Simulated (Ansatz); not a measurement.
## What Ti → Zr does to Ti

The reference is Ti in the hcp (Mg type) structure (space group P6_3/mmc, No. 194; a = 2.936 Å, c = 4.636 Å).

One thing is altered: every Ti is replaced by Zr; the structure is relaxed again.

Level of theory: r2SCAN (Ansatz, a program for electronic structure, PAW, spin-orbit coupling left out). k-mesh 16×16×9 (Γ-centred); smearing 0.05 eV (Fermi–Dirac), for the changed cell.

The volume per atom rises by 6.195 Å³, from 17.30 Å³ to 23.50 Å³ and the density goes up by 1.853 g/cm³, from 4.59 g/cm³ to 6.45 g/cm³. The lattice parameter a goes up by 0.310 Å, from 2.936 Å to 3.246 Å and the c/a ratio rises by 0.008, from 1.579 to 1.587. The space group is still P6_3/mmc (No. 194) and the band gap remains zero.

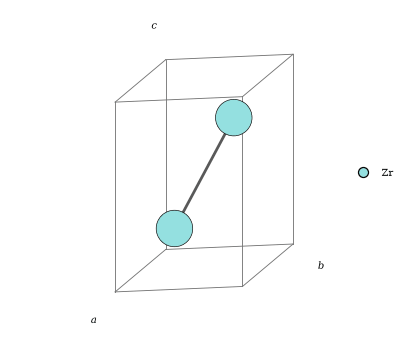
The relaxed conventional cell after the change

Cost of the whole job for the changed cell (relaxation, final SCF and bands): roughly 60 core-seconds.

No phonon test of stability was made. The final runs are not spin-polarised.
